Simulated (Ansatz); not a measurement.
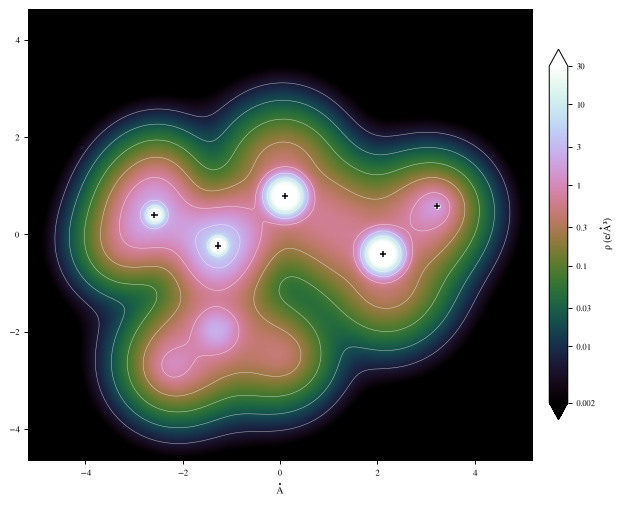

The total electron density on a plane through atoms (crosses mark nuclei in the plane).

All numbers below come from RKS PBE0-D4/def2-TZVPP in Ansatz.

Candidates:
A. AlBr2H2N (SMILES [NH2][Al]([Br])[Br])
B. C3H12GaN (SMILES C[NH2+][GaH-]([CH3])[CH3])
C. CH11GeNSi2 (SMILES C[N]([GeH3])[SiH2][SiH3])

Q: Which system is this?

A: Candidate C: CH11GeNSi2 on the plane of atoms N2, Si4 and Si5, which holds C, N, Si and H. C–N (1.46 Å): ρ is about 1.9 e/Å³ halfway. Si–N (1.72 Å): ρ at the midpoint is about 1.1 e/Å³.
